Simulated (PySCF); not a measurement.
C5H11FSi

```xyz
18

C    -3.0445    0.3553   -0.1254
C    -1.9277   -0.3017    0.6866
C    -0.6293   -0.2738   -0.0563
C     0.4451    0.3943    0.3293
C     1.7430    0.4202   -0.4040
Si    3.1193   -0.4801    0.5509
F     4.4692   -0.3494   -0.3251
H    -3.9845    0.3207    0.4208
H    -3.1782   -0.1569   -1.0759
H    -2.7991    1.3954   -0.3279
H    -1.8184    0.2142    1.6426
H    -2.2018   -1.3405    0.8919
H    -0.6111   -0.8369   -0.9812
H     0.4221    0.9590    1.2530
H     1.6185   -0.0325   -1.3899
H     2.0458    1.4588   -0.5620
H     2.8816   -1.9110    0.6615
H     3.4410    0.1713    1.8127
```

Geometry: GFN2-xTB.

All numbers below come from PySCF 2.14.0, CAM-B3LYP/def2-SVPD, SCF density, gas phase.

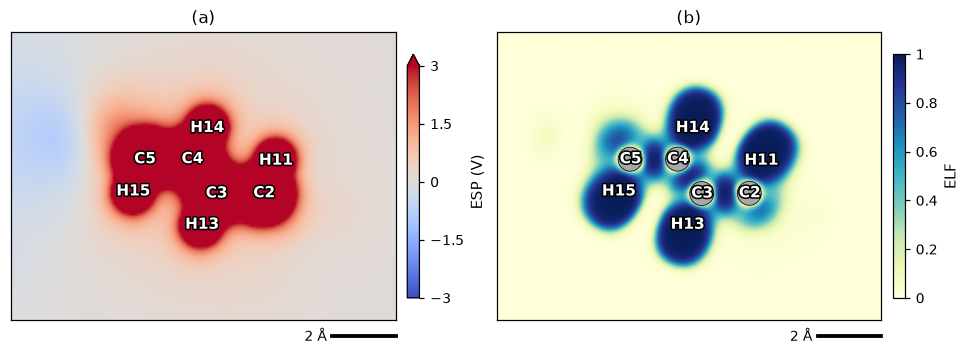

Figure 1. (a) electrostatic potential; (b) electron localisation function on the plane of atoms C4, C3 and H13. Grey discs cover the atomic cores in the ELF map.

**Interpret the plot.**

The section cuts through C and H sites. C–C (1.32 Å): the ELF peaks at about 0.95 between the atoms: a multiple bond. C–H (1.08 Å): the ELF climbs to about 1 towards the hydrogen, as it does in any bond to H: an ordinary covalent bond to hydrogen. C–C (1.49 Å): the ELF peaks at about 0.95 between the atoms (localised, covalent bonding). Outside the dense part of the molecule the potential is most negative (−0.8 V) near F7, which lies off the plane.

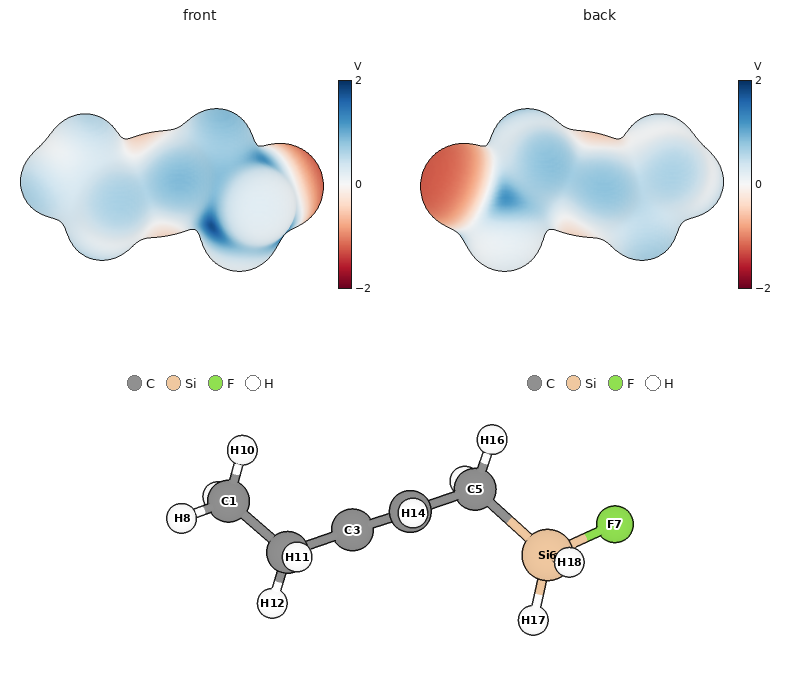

Figure 2. The molecular electrostatic potential painted on the density surface at 0.002 e/bohr³, seen from the front and from behind; red is negative and blue positive. The bare structure is drawn below in the same view.

**Describe the electrostatic potential map.**

The most negative region (about −1.2 V) lies over F7, the most positive (about +1.4 V) over Si6.
